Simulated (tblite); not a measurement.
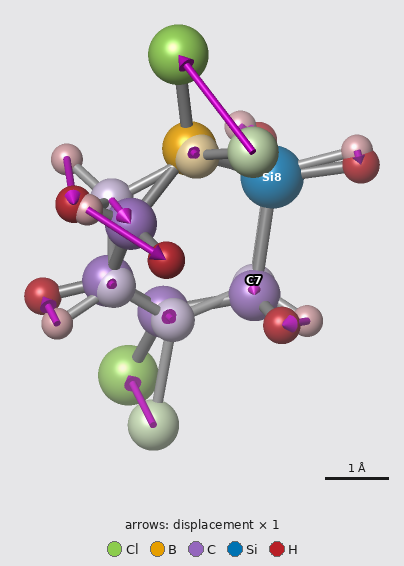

This is a relaxation of C$_{4}$H$_{7}$BCl$_{2}$Si. The starting structure is drawn faded, the final one solid; purple arrows show the displacements, at their true length. The two geometries are superimposed by the best rigid fit.

The picture is a ball-and-stick view, seen at a tilt.

These are results of GFN2-xTB geometry optimisation, gas phase in tblite, not measurements. 

### Describe the change and its energy.

The atom that moves furthest after the best rigid fit is a Cl atom (2.22 Å). By element the largest moves are Cl 2.22 Å, H 1.71 Å, C 0.66 Å, B 0.24 Å, Si 0.07 Å. Among the contacts that change: B–Cl 1.860 → 1.703 Å, C–Si 1.853 → 1.923 Å, C–Cl 1.792 → 1.742 Å, C–H 1.136 → 1.091 Å. Bond angles that change, for instance: Cl–B–Si 113.7° → 126.6°, Si–C–H 104.5° → 112.6°, C–Si–H 114.1° → 106.7°. Groups turn about C–C by about 70°, C–C by about 45°, C–Si by about 25°. Over 153 geometry steps the energy falls by 82.3 kJ/mol.
